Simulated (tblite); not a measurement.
Geometry relaxation, with input and output: CH11BNSi3 (part 2 of 2)

The same run, continued: CH11BNSi3, multiplicity 2; GFN2-xTB geometry optimisation, gas phase (tblite 0.8.0). It belongs to a series of runs on one base structure; here: H removed from N.

Geometry of the input (Å):
```
Si -2.5404  1.0546  0.5564
B  -1.9760  -0.6989  -0.0427
C  -0.5097  -0.8005  -0.6430
Si 0.7846  -1.1934  0.6200
N  2.3361  -1.1824  -0.2775
Si 2.8765  0.5173  -0.4291
H  -3.5979  1.4920  -0.3741
H  -3.0177  1.0530  1.9524
H  -1.4333  2.0106  0.4809
H  -2.8016  -1.3638  -0.5794
H  -0.2687  0.2220  -1.0306
H  -0.4573  -1.4802  -1.5086
H  0.8474  -0.1386  1.6580
H  0.5895  -2.5232  1.2304
H  2.5078  1.1303  -1.7016
H  4.3501  0.5648  -0.2715
H  2.3034  1.3486  0.6490
```

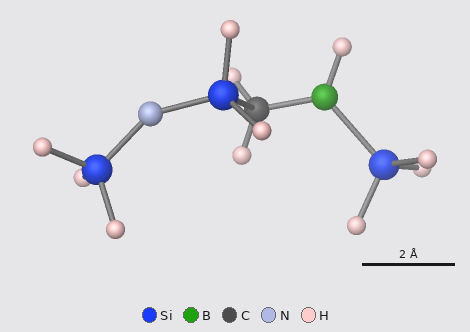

Figure 1. The geometry at step 107 of the log (ball-and-stick view, seen at a tilt).

### Trajectory as extended XYZ, continued
```
17
Properties=species:S:1:pos:R:3:forces:R:3 step=62 energy=-463.80078
Si   -2.7039    1.0653    0.4939   -0.0130   0.0170   0.0270
B    -1.9046   -0.6593   -0.0265    0.0000   0.0230   0.0150
C    -0.5840   -0.6222   -0.7761   -0.0070  -0.0170   0.0060
Si    0.6895   -1.2151    0.6436    0.0200   0.0030   0.0050
N     2.1159   -0.7172   -0.0453    0.0240  -0.0100   0.0010
Si    3.1212    0.5989   -0.4229   -0.0050   0.0170   0.0120
H    -3.8110    1.4886   -0.3795    0.0170   0.0000  -0.0120
H    -3.2672    1.0629    1.8564    0.0050  -0.0170   0.0060
H    -1.7130    2.1550    0.4743   -0.0400   0.0160  -0.0020
H    -2.4086   -1.6810    0.2558    0.0030  -0.0160  -0.0260
H    -0.2076    0.3366   -1.1149    0.0120  -0.0330  -0.0060
H    -0.4488   -1.3529   -1.5687    0.0000   0.0020  -0.0150
H     0.2255   -0.6302    1.9105    0.0010   0.0030   0.0200
H     0.6199   -2.6758    0.6859   -0.0260   0.0180  -0.0040
H     2.8503    0.9672   -1.8210    0.0030   0.0170  -0.0290
H     4.4985    0.1098   -0.3055   -0.0100  -0.0210   0.0110
H     2.9211    1.7813    0.4290    0.0140  -0.0030  -0.0100
17
Properties=species:S:1:pos:R:3:forces:R:3 step=68 energy=-463.80316
Si   -2.7278    1.0701    0.4962    0.0230  -0.0390  -0.0190
B    -1.9085   -0.6528   -0.0085    0.0200   0.0040  -0.0040
C    -0.5881   -0.6166   -0.7599    0.0040   0.0140  -0.0070
Si    0.7068   -1.2151    0.6382   -0.0150   0.0080   0.0020
N     2.1243   -0.7208   -0.0722   -0.0090  -0.0020   0.0130
Si    3.1374    0.5962   -0.4288   -0.0080  -0.0120  -0.0150
H    -3.8255    1.4643   -0.4028   -0.0070  -0.0040   0.0210
H    -3.2908    1.0577    1.8579   -0.0170   0.0080   0.0010
H    -1.7646    2.1834    0.4661   -0.0200   0.0060   0.0130
H    -2.4061   -1.6797    0.2689   -0.0090   0.0100  -0.0090
H    -0.2131    0.3424   -1.0968    0.0160   0.0090  -0.0130
H    -0.4594   -1.3395   -1.5613   -0.0110  -0.0070   0.0140
H     0.2608   -0.6378    1.9164    0.0090   0.0050  -0.0020
H     0.6100   -2.6743    0.6706    0.0060   0.0050   0.0010
H     2.8914    0.9758   -1.8308    0.0030   0.0070   0.0170
H     4.5053    0.0850   -0.2951    0.0030  -0.0050   0.0070
H     2.9409    1.7736    0.4311    0.0100  -0.0060  -0.0190
17
Properties=species:S:1:pos:R:3:forces:R:3 step=73 energy=-463.80414
Si   -2.7433    1.0655    0.4946   -0.0150   0.0240   0.0150
B    -1.9053   -0.6489    0.0043   -0.0060   0.0050  -0.0060
C    -0.5889   -0.6056   -0.7522    0.0040  -0.0040  -0.0030
Si    0.7123   -1.2138    0.6343   -0.0020  -0.0020   0.0030
N     2.1257   -0.7207   -0.0843   -0.0030   0.0050   0.0000
Si    3.1510    0.5882   -0.4343    0.0120  -0.0060   0.0040
H    -3.8417    1.4449   -0.4090   -0.0190  -0.0180   0.0040
H    -3.3162    1.0609    1.8526   -0.0120  -0.0060   0.0030
H    -1.8063    2.1997    0.4629    0.0110   0.0020   0.0100
H    -2.4007   -1.6767    0.2841    0.0120   0.0110  -0.0140
H    -0.2137    0.3532   -1.0905   -0.0010  -0.0040  -0.0100
H    -0.4700   -1.3295   -1.5538    0.0130  -0.0020  -0.0060
H     0.2819   -0.6458    1.9213    0.0000   0.0100   0.0000
H     0.6108   -2.6727    0.6546    0.0050  -0.0020   0.0060
H     2.9225    0.9822   -1.8339   -0.0040  -0.0100  -0.0030
H     4.5126    0.0640   -0.2857    0.0040  -0.0080  -0.0020
H     2.9625    1.7670    0.4240    0.0020   0.0040   0.0010
17
Properties=species:S:1:pos:R:3:forces:R:3 step=79 energy=-463.80518
Si   -2.7531    1.0698    0.5005   -0.0040  -0.0140   0.0000
B    -1.9023   -0.6379    0.0014    0.0040   0.0030  -0.0010
C    -0.5849   -0.6015   -0.7545   -0.0010   0.0060  -0.0020
Si    0.7114   -1.2113    0.6364    0.0070   0.0060  -0.0060
N     2.1226   -0.7158   -0.0849    0.0140  -0.0020   0.0000
Si    3.1605    0.5822   -0.4370   -0.0020   0.0070   0.0090
H    -3.8605    1.4249   -0.4026   -0.0030   0.0060  -0.0010
H    -3.3364    1.0543    1.8545    0.0080  -0.0060   0.0010
H    -1.8271    2.2143    0.4753   -0.0140  -0.0110   0.0040
H    -2.3950   -1.6684    0.2744   -0.0090   0.0050   0.0020
H    -0.2057    0.3531   -1.0995    0.0000   0.0060   0.0000
H    -0.4667   -1.3313   -1.5513    0.0020   0.0070  -0.0010
H     0.2903   -0.6405    1.9253   -0.0110   0.0010  -0.0070
H     0.6114   -2.6711    0.6545    0.0010   0.0130   0.0110
H     2.9333    0.9791   -1.8359    0.0040  -0.0210  -0.0080
H     4.5167    0.0446   -0.2822   -0.0040  -0.0010  -0.0080
H     2.9785    1.7675    0.4148    0.0080  -0.0060   0.0070
17
Properties=species:S:1:pos:R:3:forces:R:3 step=84 energy=-463.80588
Si   -2.7766    1.0667    0.5012    0.0030   0.0010   0.0110
B    -1.9001   -0.6282    0.0079   -0.0070  -0.0150  -0.0080
C    -0.5842   -0.5883   -0.7508   -0.0030   0.0030   0.0010
Si    0.7189   -1.2047    0.6310   -0.0100  -0.0020   0.0060
N     2.1292   -0.7137   -0.0942   -0.0050  -0.0060   0.0060
Si    3.1774    0.5771   -0.4391    0.0120  -0.0090  -0.0050
H    -3.8871    1.4020   -0.4055   -0.0040   0.0080  -0.0020
H    -3.3619    1.0490    1.8543    0.0030  -0.0140   0.0000
H    -1.8676    2.2235    0.4801   -0.0030   0.0080  -0.0060
H    -2.3892   -1.6589    0.2863    0.0050  -0.0110  -0.0040
H    -0.2070    0.3663   -1.0982   -0.0020   0.0070   0.0110
H    -0.4686   -1.3177   -1.5484   -0.0020   0.0050  -0.0030
H     0.2991   -0.6437    1.9241   -0.0060   0.0200   0.0000
H     0.6164   -2.6638    0.6492    0.0000   0.0000   0.0000
H     2.9634    0.9639   -1.8428    0.0000   0.0010  -0.0020
H     4.5248    0.0200   -0.2802    0.0140   0.0060   0.0000
H     3.0063    1.7627    0.4141    0.0050  -0.0050  -0.0060
17
Properties=species:S:1:pos:R:3:forces:R:3 step=90 energy=-463.80761
Si   -2.7858    1.0579    0.5127   -0.0060   0.0050  -0.0390
B    -1.9028   -0.6247   -0.0205    0.0020   0.0260   0.0230
C    -0.5770   -0.5799   -0.7619   -0.0060  -0.0010   0.0040
Si    0.7078   -1.1840    0.6404    0.0320   0.0060  -0.0040
N     2.1342   -0.7174   -0.0717    0.0170   0.0240  -0.0030
Si    3.1913    0.5598   -0.4448   -0.0050  -0.0140   0.0290
H    -3.9061    1.4040   -0.3809    0.0090  -0.0120   0.0230
H    -3.3586    0.9956    1.8705    0.0070  -0.0040  -0.0110
H    -1.9019    2.2358    0.5067    0.0030  -0.0290   0.0050
H    -2.3934   -1.6595    0.2405   -0.0020  -0.0110  -0.0110
H    -0.1917    0.3743   -1.1027   -0.0270   0.0000   0.0030
H    -0.4523   -1.3111   -1.5568    0.0110   0.0200  -0.0050
H     0.2740   -0.5879    1.9131   -0.0020   0.0050   0.0080
H     0.6145   -2.6428    0.6854   -0.0250   0.0030   0.0060
H     2.9622    0.9275   -1.8515    0.0020   0.0080   0.0070
H     4.5435    0.0113   -0.2919   -0.0080  -0.0130  -0.0060
H     3.0351    1.7533    0.4025   -0.0030  -0.0130  -0.0310
17
Properties=species:S:1:pos:R:3:forces:R:3 step=96 energy=-463.80959
Si   -2.8463    1.0447    0.5124   -0.0120  -0.0320   0.0260
B    -1.9060   -0.6091   -0.0056    0.0020  -0.0060  -0.0150
C    -0.5810   -0.5372   -0.7455    0.0030   0.0080   0.0050
Si    0.7251   -1.1573    0.6325   -0.0280   0.0240   0.0140
N     2.1561   -0.7163   -0.0856   -0.0340  -0.0310   0.0150
Si    3.2551    0.5236   -0.4534   -0.0200   0.0160  -0.0550
H    -3.9792    1.3348   -0.3807   -0.0170   0.0080  -0.0130
H    -3.4199    0.9538    1.8678   -0.0010   0.0040   0.0050
H    -2.0177    2.2587    0.5162    0.0300   0.0030  -0.0120
H    -2.3767   -1.6537    0.2504   -0.0050  -0.0220  -0.0010
H    -0.2156    0.4280   -1.0762    0.0150   0.0140   0.0170
H    -0.4554   -1.2500   -1.5564    0.0180  -0.0030  -0.0030
H     0.2998   -0.5525    1.9070    0.0270  -0.0060  -0.0180
H     0.6035   -2.6148    0.6819   -0.0100   0.0150   0.0020
H     3.0449    0.8907   -1.8643    0.0130  -0.0020   0.0110
H     4.5898   -0.0590   -0.2876    0.0110  -0.0200   0.0040
H     3.1166    1.7275    0.3761    0.0080   0.0300   0.0180
17
Properties=species:S:1:pos:R:3:forces:R:3 step=101 energy=-463.81219
Si   -2.8497    1.0227    0.5188    0.0060   0.0150  -0.0070
B    -1.9154   -0.6197   -0.0500   -0.0090  -0.0090  -0.0040
C    -0.5710   -0.5250   -0.7530   -0.0030   0.0050  -0.0100
Si    0.7155   -1.1217    0.6491   -0.0130  -0.0130  -0.0120
N     2.1691   -0.7369   -0.0588   -0.0080   0.0420  -0.0230
Si    3.2607    0.5030   -0.4603    0.0080  -0.0210   0.0420
H    -4.0047    1.3460   -0.3370    0.0230  -0.0030  -0.0040
H    -3.3969    0.8908    1.8805   -0.0040   0.0050   0.0300
H    -2.0131    2.2364    0.5441   -0.0180  -0.0570  -0.0170
H    -2.3988   -1.6707    0.1623    0.0310   0.0210  -0.0110
H    -0.2102    0.4491   -1.0641    0.0060   0.0000   0.0140
H    -0.4150   -1.2286   -1.5674    0.0170   0.0110   0.0040
H     0.2903   -0.4605    1.8908    0.0050   0.0170   0.0410
H     0.5713   -2.5733    0.7534   -0.0100  -0.0020   0.0000
H     3.0325    0.8566   -1.8694    0.0010   0.0040  -0.0300
H     4.6029   -0.0748   -0.3092   -0.0530   0.0080   0.0040
H     3.1256    1.7186    0.3592    0.0210  -0.0240  -0.0170
17
Properties=species:S:1:pos:R:3:forces:R:3 step=107 energy=-463.81825
Si   -2.9589    0.9550    0.5367   -0.0150  -0.0380   0.0110
B    -1.9256   -0.6079   -0.0886    0.0090   0.0300   0.0370
C    -0.5656   -0.4288   -0.7421    0.0160   0.0090   0.0200
Si    0.7089   -1.0314    0.6668    0.0140   0.0280   0.0250
N     2.1770   -0.7166   -0.0483   -0.0450   0.0140  -0.0150
Si    3.3570    0.4249   -0.4852   -0.0530   0.0110  -0.0680
H    -4.1425    1.2381   -0.2932    0.0160  -0.0190  -0.0040
H    -3.4754    0.7613    1.9071    0.0230  -0.0020  -0.0370
H    -2.1943    2.2089    0.5756    0.0300   0.0330  -0.0010
H    -2.3597   -1.6852    0.0822    0.0000  -0.0320  -0.0320
H    -0.2286    0.5693   -0.9980   -0.0180   0.0250  -0.0070
H    -0.3495   -1.0918   -1.5766   -0.0090   0.0130  -0.0030
H     0.3273   -0.3103    1.8923   -0.0060  -0.0140  -0.0080
H     0.4887   -2.4708    0.8126    0.0380   0.0060   0.0080
H     3.1696    0.7574   -1.9084   -0.0180  -0.0310  -0.0010
H     4.6507   -0.2422   -0.3186    0.0100  -0.0250   0.0320
H     3.3138    1.6821    0.2747    0.0080  -0.0070   0.0430
17
Properties=species:S:1:pos:R:3:forces:R:3 step=113 energy=-463.82511
Si   -2.9977    0.8953    0.5500    0.0690   0.0840  -0.0270
B    -1.9248   -0.6105   -0.1310    0.0030  -0.0400  -0.0250
C    -0.5528   -0.3620   -0.7346   -0.0220   0.0090   0.0030
Si    0.6924   -0.9528    0.7031   -0.0060  -0.0110  -0.0170
N     2.1537   -0.7009   -0.0464    0.0390   0.0190  -0.0340
Si    3.3805    0.3779   -0.5155   -0.0050  -0.0360   0.0300
H    -4.2016    1.1839   -0.2478    0.0190  -0.0220   0.0020
H    -3.4748    0.6508    1.9230   -0.0040   0.0060   0.0110
H    -2.2383    2.1592    0.5983   -0.0550  -0.0260   0.0200
H    -2.3395   -1.7065   -0.0518    0.0100  -0.0190   0.0030
H    -0.2498    0.6557   -0.9550    0.0070   0.0120   0.0240
H    -0.2880   -0.9924   -1.5799    0.0000   0.0050  -0.0070
H     0.3307   -0.1743    1.8955   -0.0270   0.0020   0.0270
H     0.4496   -2.3825    0.9078    0.0290   0.0300   0.0060
H     3.1982    0.6704   -1.9460   -0.0060   0.0010   0.0040
H     4.6472   -0.3397   -0.3197   -0.0350  -0.0140  -0.0040
H     3.4080    1.6402    0.2389   -0.0160   0.0000  -0.0160
17
Properties=species:S:1:pos:R:3:forces:R:3 step=118 energy=-463.82975
Si   -3.0613    0.8313    0.5618   -0.0230  -0.0370   0.0240
B    -1.9226   -0.6061   -0.1638   -0.0020   0.0290   0.0050
C    -0.5518   -0.2643   -0.7180    0.0100  -0.0010  -0.0070
Si    0.6882   -0.8504    0.7233   -0.0010  -0.0020   0.0170
N     2.1413   -0.6674   -0.0606   -0.0170  -0.0190   0.0260
Si    3.4469    0.3033   -0.5434    0.0090   0.0140  -0.0020
H    -4.2909    1.0519   -0.2153   -0.0030   0.0000  -0.0310
H    -3.5190    0.5295    1.9319    0.0230   0.0060  -0.0020
H    -2.3963    2.1412    0.6363    0.0000   0.0130   0.0090
H    -2.2887   -1.7216   -0.1563   -0.0120  -0.0010   0.0130
H    -0.2906    0.7757   -0.8807    0.0030   0.0110   0.0010
H    -0.2408   -0.8427   -1.5842    0.0200   0.0140  -0.0120
H     0.3412   -0.0402    1.9022    0.0000   0.0080  -0.0250
H     0.4165   -2.2643    0.9809    0.0240  -0.0200   0.0030
H     3.2938    0.5535   -1.9845    0.0010   0.0190  -0.0020
H     4.6534   -0.4993   -0.3125    0.0000  -0.0370   0.0020
H     3.5736    1.5821    0.1717   -0.0330   0.0030  -0.0180
17
Properties=species:S:1:pos:R:3:forces:R:3 step=124 energy=-463.83207
Si   -3.1066    0.7764    0.5756   -0.0020   0.0230  -0.0120
B    -1.9168   -0.5899   -0.2005    0.0030  -0.0150  -0.0060
C    -0.5437   -0.1945   -0.7123    0.0100   0.0110   0.0020
Si    0.6826   -0.7766    0.7436   -0.0030   0.0110  -0.0060
N     2.1371   -0.6537   -0.0492    0.0050  -0.0040   0.0050
Si    3.4843    0.2422   -0.5612    0.0010  -0.0150  -0.0280
H    -4.3488    0.9594   -0.1935    0.0030  -0.0040   0.0030
H    -3.5242    0.4190    1.9438   -0.0030  -0.0010   0.0050
H    -2.5061    2.1168    0.6801   -0.0060  -0.0090   0.0030
H    -2.2675   -1.7101   -0.2527    0.0260   0.0010   0.0110
H    -0.3128    0.8587   -0.8350    0.0150   0.0000   0.0080
H    -0.1913   -0.7319   -1.5893   -0.0060   0.0050  -0.0010
H     0.3470    0.0842    1.8881    0.0010   0.0120  -0.0030
H     0.4014   -2.1760    1.0606   -0.0080  -0.0220  -0.0040
H     3.3474    0.4738   -2.0079   -0.0080  -0.0060   0.0020
H     4.6470   -0.6208   -0.3139   -0.0150   0.0000   0.0040
H     3.6639    1.5351    0.1126   -0.0120   0.0130   0.0160
17
Properties=species:S:1:pos:R:3:forces:R:3 step=129 energy=-463.83258
Si   -3.1085    0.7798    0.5714    0.0050   0.0060   0.0060
B    -1.9149   -0.5910   -0.1925    0.0100   0.0090   0.0020
C    -0.5447   -0.1927   -0.7090    0.0090   0.0010   0.0030
Si    0.6844   -0.7835    0.7413    0.0020  -0.0150  -0.0020
N     2.1361   -0.6545   -0.0547   -0.0040  -0.0080  -0.0020
Si    3.4824    0.2445   -0.5636   -0.0080   0.0050   0.0070
H    -4.3467    0.9605   -0.2043    0.0010  -0.0040   0.0060
H    -3.5286    0.4342    1.9427   -0.0060  -0.0040  -0.0110
H    -2.5048    2.1187    0.6724   -0.0040   0.0000  -0.0020
H    -2.2550   -1.7142   -0.2327    0.0040  -0.0060   0.0060
H    -0.3120    0.8602   -0.8294    0.0080   0.0020   0.0020
H    -0.1969   -0.7288   -1.5884    0.0040   0.0040  -0.0040
H     0.3492    0.0731    1.8893    0.0000   0.0000   0.0000
H     0.4103   -2.1887    1.0464   -0.0110   0.0160  -0.0020
H     3.3493    0.4808   -2.0092   -0.0040  -0.0070  -0.0030
H     4.6399   -0.6226   -0.3087   -0.0010   0.0080  -0.0030
H     3.6536    1.5362    0.1179   -0.0040  -0.0060  -0.0010
17
Properties=species:S:1:pos:R:3:forces:R:3 step=135 energy=-463.83326
Si   -3.1115    0.7715    0.5744   -0.0010  -0.0320  -0.0120
B    -1.9035   -0.5816   -0.1999    0.0000  -0.0040   0.0000
C    -0.5336   -0.1741   -0.7096   -0.0070   0.0060  -0.0060
Si    0.6835   -0.7724    0.7464    0.0150   0.0180   0.0040
N     2.1356   -0.6667   -0.0520   -0.0040  -0.0030  -0.0130
Si    3.4797    0.2318   -0.5694    0.0020  -0.0300   0.0190
H    -4.3549    0.9327   -0.1958   -0.0070   0.0070  -0.0110
H    -3.5306    0.3998    1.9381    0.0010   0.0040   0.0160
H    -2.5333    2.1193    0.6857    0.0050   0.0110   0.0030
H    -2.2399   -1.7069   -0.2480    0.0170   0.0210  -0.0020
H    -0.2993    0.8803   -0.8160   -0.0070  -0.0060  -0.0130
H    -0.1812   -0.7015   -1.5927    0.0050   0.0120   0.0080
H     0.3549    0.1065    1.8794    0.0000  -0.0100   0.0120
H     0.3886   -2.1676    1.0677   -0.0070  -0.0120   0.0080
H     3.3487    0.4575   -2.0166   -0.0110   0.0020  -0.0020
H     4.6333   -0.6402   -0.3116    0.0040   0.0130  -0.0030
H     3.6565    1.5237    0.1089   -0.0060   0.0030  -0.0070
17
Properties=species:S:1:pos:R:3:forces:R:3 step=141 energy=-463.83423
Si   -3.1291    0.7260    0.5798    0.0040   0.0130  -0.0010
B    -1.8818   -0.5731   -0.2229   -0.0040   0.0120  -0.0080
C    -0.5188   -0.1148   -0.7042   -0.0100   0.0100  -0.0090
Si    0.6794   -0.7230    0.7651    0.0020   0.0010   0.0100
N     2.1208   -0.6819   -0.0578   -0.0050  -0.0090   0.0140
Si    3.4831    0.1851   -0.5831   -0.0130   0.0150  -0.0100
H    -4.3813    0.8679   -0.1807    0.0020   0.0010  -0.0090
H    -3.5330    0.3289    1.9422    0.0140   0.0040  -0.0060
H    -2.5817    2.0877    0.7021   -0.0150  -0.0110   0.0100
H    -2.1883   -1.7025   -0.3138    0.0040  -0.0120   0.0010
H    -0.3072    0.9469   -0.7755   -0.0060   0.0080  -0.0060
H    -0.1376   -0.6059   -1.5956    0.0010  -0.0060   0.0050
H     0.3662    0.1913    1.8749    0.0130  -0.0120   0.0070
H     0.3479   -2.0999    1.1307    0.0030   0.0010   0.0000
H     3.3504    0.3968   -2.0330    0.0010  -0.0070   0.0060
H     4.6198   -0.7028   -0.3123    0.0150   0.0000  -0.0040
H     3.6842    1.4853    0.0734   -0.0040  -0.0070  -0.0030
17
Properties=species:S:1:pos:R:3:forces:R:3 step=146 energy=-463.83473
Si   -3.1300    0.7209    0.5786   -0.0110   0.0070  -0.0030
B    -1.8748   -0.5656   -0.2301   -0.0050  -0.0150   0.0090
C    -0.5133   -0.1003   -0.7052    0.0080  -0.0050   0.0070
Si    0.6784   -0.7176    0.7706   -0.0040  -0.0030  -0.0100
N     2.1187   -0.6986   -0.0557    0.0040   0.0130   0.0060
Si    3.4758    0.1753   -0.5854    0.0110  -0.0140   0.0030
H    -4.3817    0.8537   -0.1848    0.0000   0.0020   0.0010
H    -3.5243    0.3112    1.9396    0.0010  -0.0010  -0.0030
H    -2.6008    2.0876    0.7144   -0.0020   0.0020   0.0010
H    -2.1741   -1.6977   -0.3212    0.0030   0.0050  -0.0050
H    -0.3045    0.9622   -0.7725    0.0060   0.0030  -0.0010
H    -0.1268   -0.5895   -1.5951    0.0060   0.0000  -0.0030
H     0.3746    0.2053    1.8751    0.0060  -0.0060   0.0100
H     0.3355   -2.0894    1.1455    0.0000   0.0110  -0.0040
H     3.3441    0.3827   -2.0352   -0.0090  -0.0040  -0.0080
H     4.6203   -0.7051   -0.3171   -0.0040   0.0040  -0.0020
H     3.6759    1.4769    0.0675   -0.0090   0.0010   0.0020
17
Properties=species:S:1:pos:R:3:forces:R:3 step=152 energy=-463.83493
Si   -3.1280    0.7213    0.5779    0.0010  -0.0090  -0.0030
B    -1.8709   -0.5635   -0.2327    0.0000   0.0040  -0.0050
C    -0.5080   -0.0991   -0.7069   -0.0020   0.0010   0.0040
Si    0.6766   -0.7163    0.7733    0.0050   0.0000   0.0030
N     2.1181   -0.7015   -0.0507    0.0020   0.0000   0.0060
Si    3.4722    0.1730   -0.5867   -0.0030   0.0020  -0.0010
H    -4.3808    0.8557   -0.1831    0.0000   0.0000  -0.0010
H    -3.5191    0.3036    1.9374   -0.0030   0.0010  -0.0010
H    -2.6028    2.0885    0.7204    0.0030   0.0040  -0.0010
H    -2.1699   -1.6952   -0.3277   -0.0010   0.0040  -0.0010
H    -0.2964    0.9629   -0.7758   -0.0030  -0.0020   0.0040
H    -0.1195   -0.5901   -1.5953   -0.0010   0.0010   0.0050
H     0.3767    0.2061    1.8794    0.0010   0.0000   0.0020
H     0.3283   -2.0853    1.1512    0.0010  -0.0030  -0.0040
H     3.3322    0.3781   -2.0365   -0.0020  -0.0040  -0.0020
H     4.6201   -0.7026   -0.3205    0.0000   0.0020  -0.0020
H     3.6642    1.4764    0.0652    0.0010   0.0000  -0.0030
```

### Summary

- outcome: converged
- total energy: −463.8349 eV
- hardware: 1 CPU thread, shared host
- wall time: 1.2 s
- peak memory: 0.18 GiB
